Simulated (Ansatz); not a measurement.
BCuHN2 (SMILES [N]=N[BH][Cu]) (doublet)

The calculation's input:

```
crystal:
  periodic: [false, false, false]
  atoms:
    - symbol: B
      position_ang: [-2.748700, 1.307379, 1.292046]
    - symbol: Cu
      position_ang: [-0.912216, 0.673939, 1.170501]
    - symbol: N
      position_ang: [-3.271600, 3.670454, 0.510517]
    - symbol: "N"
      position_ang: [-3.053757, 2.606331, 0.865967]
    - symbol: H
      position_ang: [-3.682373, 0.667887, 1.713839]
basis:
  gaussian:
    orbitals: def2-TZVPD
total_charge: 0
magnetization:
  spin_polarized: true
  initial_magnetization: 1
hamiltonian:
  xc: pbe0
output: {forces: true, orbitals: {seedname: orbitals}}
```

Run with:

```sh
ansatz run input.yaml --threads 1 --pin off --max-ram 2610MiB --events-out events.jsonl --progress --plain --runs-dir runs
```

Geometry: PBE0-D3(BJ)/def2-SVP.

Level of theory: isolated molecule in a Gaussian basis; Kohn-Sham density functional theory, functional PBE0 in Ansatz.

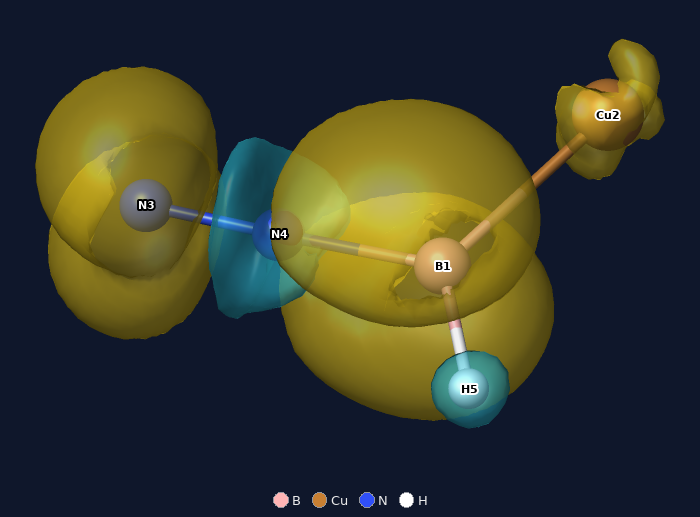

Figure 1. Isosurfaces of the spin density (α minus β) at +0.02 (yellow) and −0.02 e/Å³ (cyan), seen at a tilt.

### Describe the spin distribution.

The unpaired spin (1 electron) lies mostly on N3 (about 0.5), B1 (about 0.4) and N4 (about 0.1), in electrons by Hirshfeld's partition.

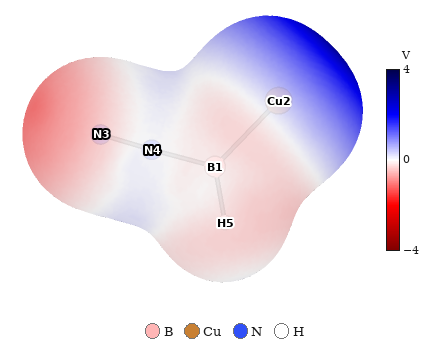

Figure 2. The electrostatic potential painted on the density surface at 0.002 e/bohr³, seen across its widest extent; red is negative and blue positive.

### Describe the electrostatic potential map.

The most negative region (about −1.0 V) lies over N3, the most positive (about +3.1 V) over Cu2. N3 is the likeliest acceptor of a hydrogen bond.

### What dipole moment does the calculation give?

Its dipole moment is 3.07 D.

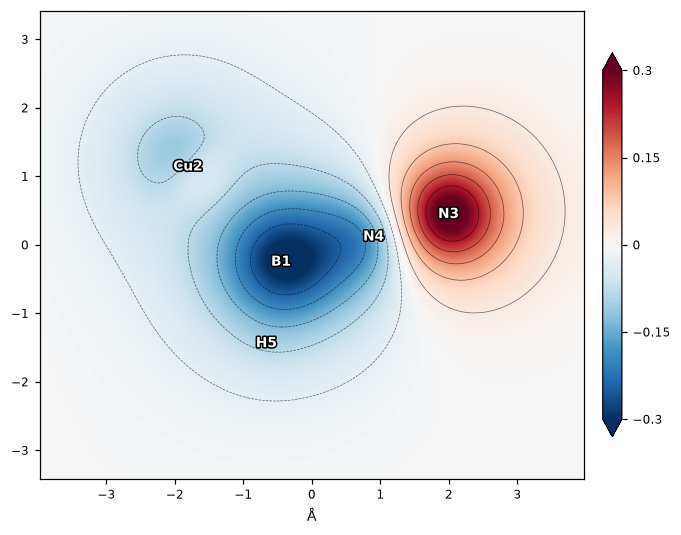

Figure 3. The LUMO (β) on a plane 0.8 Å above the molecular plane (values in Å⁻³ᐟ²; the overall sign is arbitrary).

### Describe this orbital and give its energy.

It lies mainly on B1 (about 35 %), N3 (about 30 %), Cu2 (about 15 %) and N4 (about 15 %); it changes sign across the molecular plane (π type); π-bonding across B1–Cu2 and B1–N4; π-antibonding (a node) across N3–N4. Its energy is −2.25 eV.

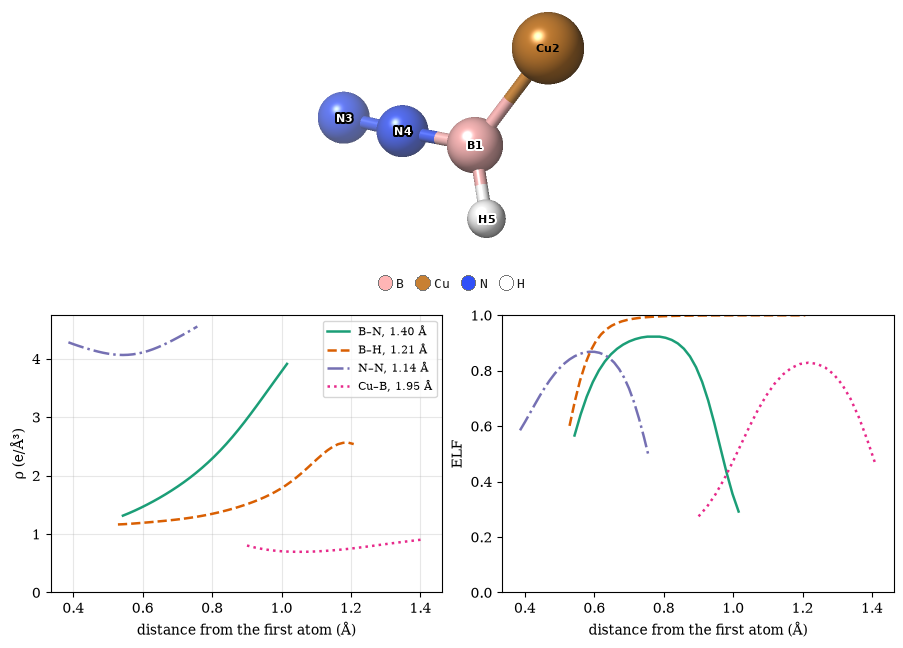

Figure 4. Electron density and ELF along straight lines between neighbouring atoms. The curves leave out the atomic cores. The structure is drawn too.

### Compare the contacts.

B–N (1.40 Å): the density is about 1.8 e/Å³ at the midpoint; the ELF peaks at about 0.90 between the atoms, as expected for a polar covalent bond.
B–H (1.21 Å): ρ at the midpoint is about 1.2 e/Å³; the ELF climbs to about 1 towards the hydrogen, as it does in any bond to H: an ordinary covalent bond to hydrogen.
N–N (1.14 Å): ρ is about 4.1 e/Å³ halfway; the ELF peaks at about 0.85 between the atoms; a short, multiple covalent bond.
Cu–B (1.95 Å): ρ at the midpoint is about 0.72 e/Å³; the ELF peaks at about 0.85 in the valence shell of B, 0.7 Å from its nucleus, and is about 0.40 at the midpoint.
